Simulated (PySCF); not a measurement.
Vertical excitations of a molecule C2H6BFN2 from PySCF with TDA-PBE/def2-SVPD, as energy in eV (oscillator strength): 4.98 (0.047), 5.38 (0.000), 5.65 (0.000), 6.38 (0.006), 6.38 (0.427), 6.54 (0.008), 6.66 (0.017), 6.74 (0.000), 6.85 (0.009), 7.03 (0.025). Lowest triplet (TDA): 3.92 eV. Coordinates come from a r2SCAN-D4/def2-SVP optimisation. The values are those of a single conformer.

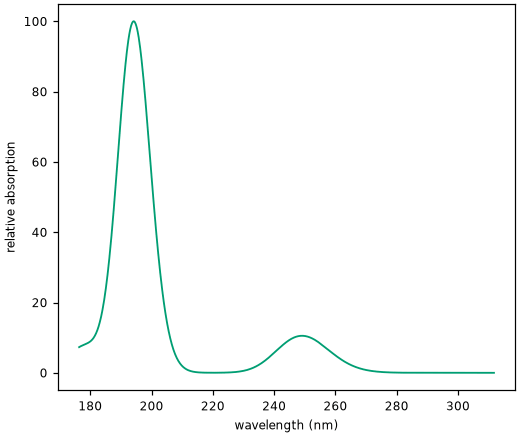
Figure. The lines broadened by 0.4 eV.

Identify the compound among the candidates.
A) NB(N)/C=C\F
B) C=C(F)B(N)N
C) FB1NCCN1
D) C/N=C/B(N)F

B, C=C(F)B(N)N
